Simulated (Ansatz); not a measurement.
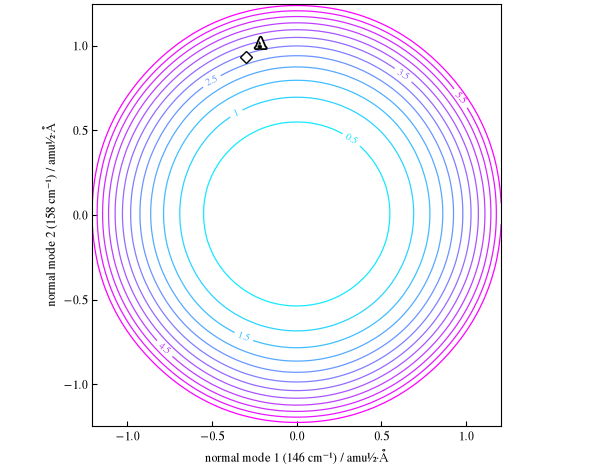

C2H2In, SMILES C#[C][InH], spin multiplicity 2. Coordinates scanned: (1) normal mode 1 (146 cm⁻¹); (2) normal mode 2 (158 cm⁻¹). Nothing is relaxed (straight displacements along the two mass-weighted modes). The grid has 9 × 9 points; 78 points were computed and 3 follow by symmetry. Points are written as (first, second). Energies: kcal/mol, counted from the lowest grid point. Computed with UKS PBE-D4/def2-SVP (Ansatz).

The picture shows contour lines labelled in kcal/mol (none above 6), the point A. Between grid points the surface is interpolated.

Which way does the force act at A, and how strong is it?

A, at (−0.302 amu½·Å, 0.935 amu½·Å), is not a stationary point. The computed force is 2.9 kcal/mol for each amu½·Å towards larger values of normal mode 1 (146 cm⁻¹) and 8.9 kcal/mol for each amu½·Å towards smaller values of normal mode 2 (158 cm⁻¹).
